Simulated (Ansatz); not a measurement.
CH₇NOSi

Input file:

```
crystal:
  periodic: [false, false, false]
  atoms:
    - {symbol: N, position_ang: [-1.189090, 0.782903, -0.629222]}
    - {symbol: Si, position_ang: [-0.552096, -0.155499, 0.680914]}
    - {symbol: C, position_ang: [1.267885, -0.397391, 0.258710]}
    - {symbol: O, position_ang: [1.403823, -0.723316, -1.115365]}
    - {symbol: H, position_ang: [-2.117102, 0.579827, -0.964597]}
    - {symbol: H, position_ang: [-1.016812, 1.776015, -0.664903]}
    - {symbol: H, position_ang: [-1.298412, -1.440038, 0.656994]}
    - {symbol: H, position_ang: [-0.691287, 0.474280, 2.027592]}
    - {symbol: H, position_ang: [1.846612, 0.504703, 0.513346]}
    - {symbol: H, position_ang: [1.700666, -1.214715, 0.843909]}
    - {symbol: H, position_ang: [0.711113, -0.243671, -1.587076]}
basis:
  gaussian: {orbitals: def2-TZVPP}
hamiltonian: {xc: pbe0, dispersion: d4}
output: {orbitals: {seedname: orbitals}}
```

Run with:

```sh
ansatz run in.yaml --threads 2 --pin off --events-out ev --progress --plain --max-ram 4352MiB
```

Geometry: PBE0-D4/def2-TZVP.

All numbers below come from Ansatz, RKS PBE0-D4/def2-TZVPP.

What can the converged electron density and electron localisation function tell about the bonding?

Answer. N–H (1.01 Å): the density is about 2.9 e/Å³ at the midpoint; the ELF climbs to about 1 towards the hydrogen, as it does in any bond to H; a covalent bond by its length.
C–H (1.09 Å): the density is about 2 e/Å³ at the midpoint; the ELF climbs to about 1 towards the hydrogen; an ordinary covalent bond to hydrogen.

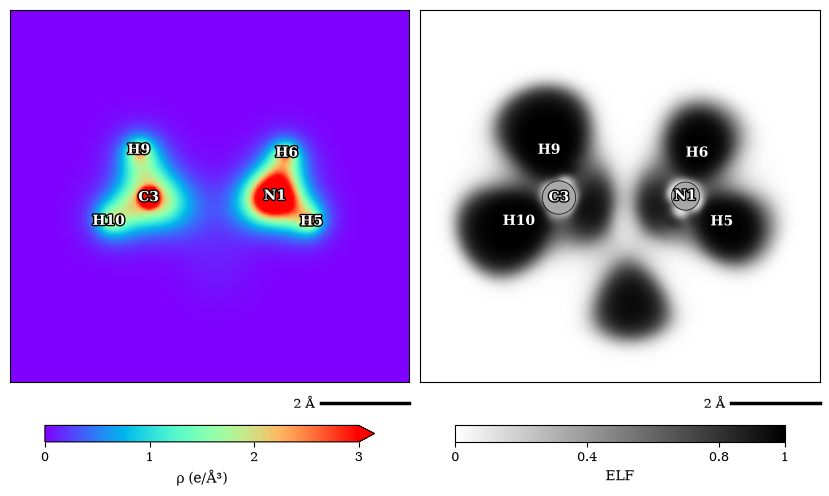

Computed electron density and electron localisation function on the plane of atoms H5, N1 and H6, in this order. Grey discs cover the atomic cores in the ELF map. 
